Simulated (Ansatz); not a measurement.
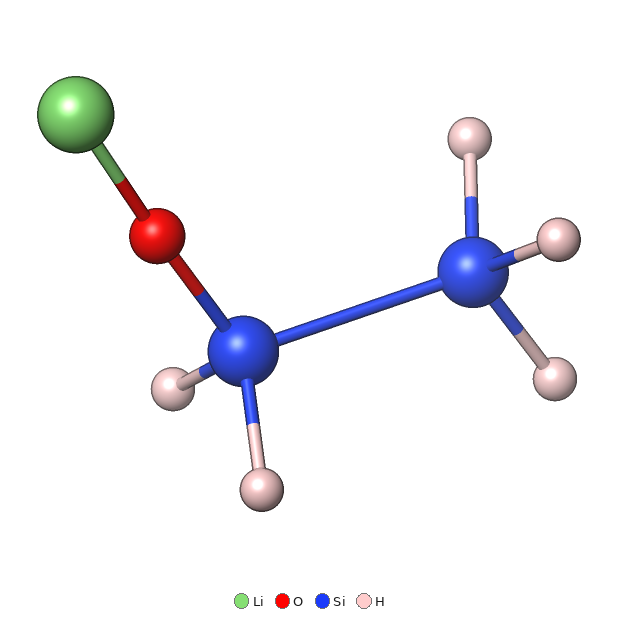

The computed structure is the end point of a PBE0-D4/def2-TZVP optimisation. No frequency run is at hand to confirm it as a minimum.

Identify the structure.

Formula H5LiOSi2. SMILES: `[Li][O][SiH2][SiH3]`. Among its groups: Si–H bond, Si–O bond. This geometry has Cs symmetry. Coordination: 1 O linear; 2 Si tetrahedral.

The parts below concern this one geometry. Atoms keep their numbers from picture to picture.

### Geometry

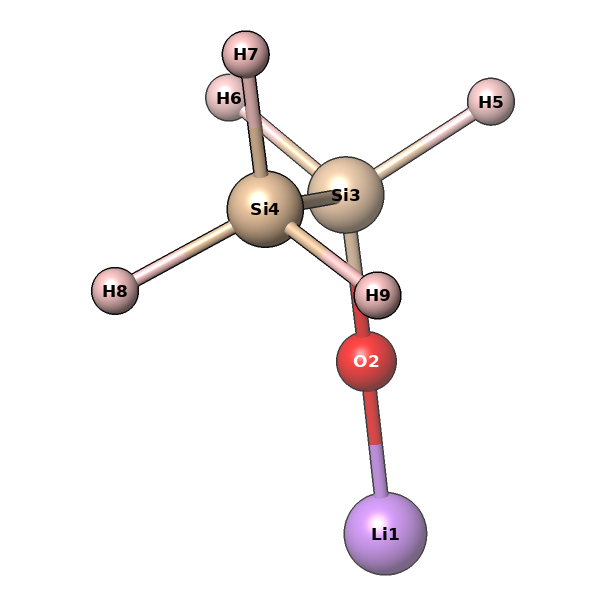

Si3 lies behind Si4. The molecule seen a little off the Si4–Si3 bond, Si4 in front. Distant atoms are faded towards the background colour. No frequency run is at hand to confirm it as a minimum.

> What is the torsion angle H7–Si4–Si3–O2? The sign is positive where the front bond must turn clockwise to cover the back bond.

180°, antiperiplanar (anti). The bonds about Si4–Si3 are staggered.

### Electronic properties

No frequency run is at hand to confirm it as a minimum. Level of theory: RKS PBE0-D4/def2-TZVPP (Ansatz 0.2.0).

> What is the dispersion correction?

−15.5 kJ/mol.

> Give the HOMO energy (Kohn–Sham orbital) at this level.

−6.38 eV.

> Estimate the HOMO–LUMO gap.

5.10 eV.

### Dipole moment

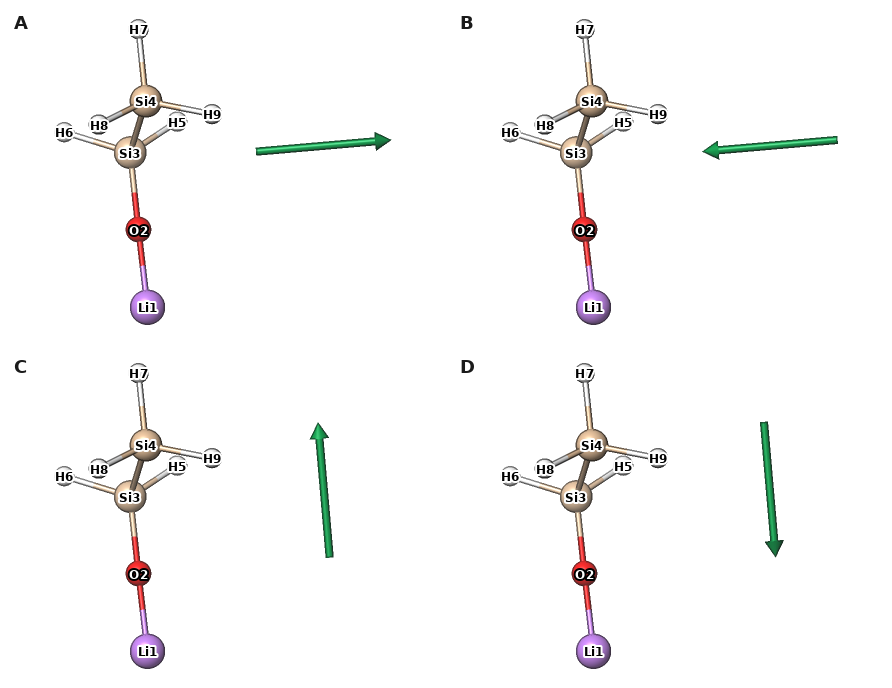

The same molecule four times, each with an arrow. No frequency run is at hand to confirm it as a minimum. Properties computed with RKS PBE0-D4/def2-TZVP (Ansatz 0.2.0).

> Which arrow points along the dipole moment, from the negative to the positive end?

D. The dipole moment is 7.68 D; it points from the side of H7 to the side of Li1 (the outermost atoms at the two ends).

### Charges

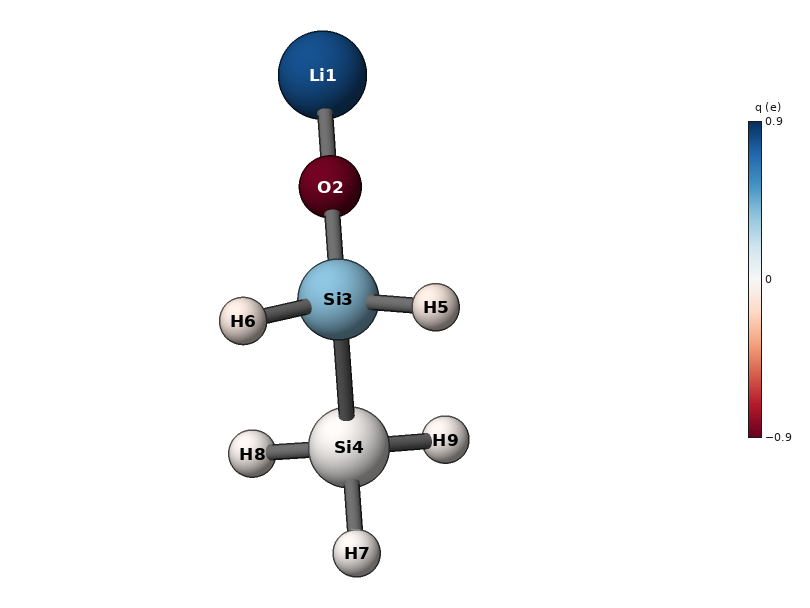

Atoms are coloured by their Mulliken charges. No frequency run is at hand to confirm it as a minimum. Properties computed with RKS PBE0-D4/def2-TZVP (Ansatz 0.2.0).

List the Mulliken charges.

```tsv
atom	value (e)
Li1	0.79
O2	−0.87
Si3	0.37
Si4	−0.02
H5	−0.08
H6	−0.08
H7	−0.03
H8	−0.04
H9	−0.04
```

Mulliken values depend strongly on the basis set and can even reverse the polarity of a bond.
